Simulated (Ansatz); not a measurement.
The figure comes from a scan of MgO (rock salt): the crystal slips on the {110} plane by s times a lattice vector of 2.98 Å, no atom relaxing, γ being the energy change per area. These are r2SCAN (plane waves to 500 eV, PAW, scalar-relativistic; Ansatz, a first-principles code) values and carry that method's errors. k mesh 10×10×10 (Γ-centred), Fermi-Dirac smearing 0.05 eV. E is the zero-smearing estimate. Faults lie only 4.5 Å apart, and holding the cell height and the atoms raises γ above its relaxed value. Left out: 3 of 12 points, with atoms too close for the PAW data. MgO was relaxed with its symmetry unable to fall. The PAW data are Ansatz's earlier set. γ is measured from zero shift.

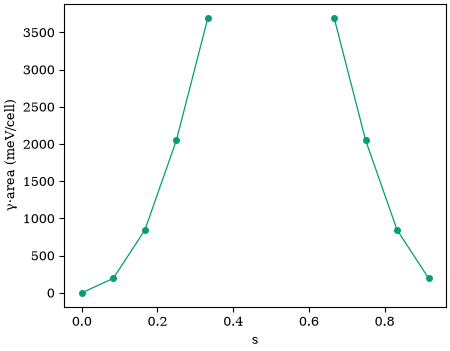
γ·area (meV/cell) against s; markers are the computed points, lines only join them.

**Question.** Turn the plot into a table (rounded to what can be read).

**Answer.** To the nearest 50:

```csv
s,γ·area (meV/cell)
0.000,0
0.083,200
0.167,850
0.250,2050
0.333,3700
0.667,3700
0.750,2050
0.833,850
0.917,200
```

(The slope of γ gives the shear force per area between the displaced halves; near zero shift its curvature is an elastic stiffness.)
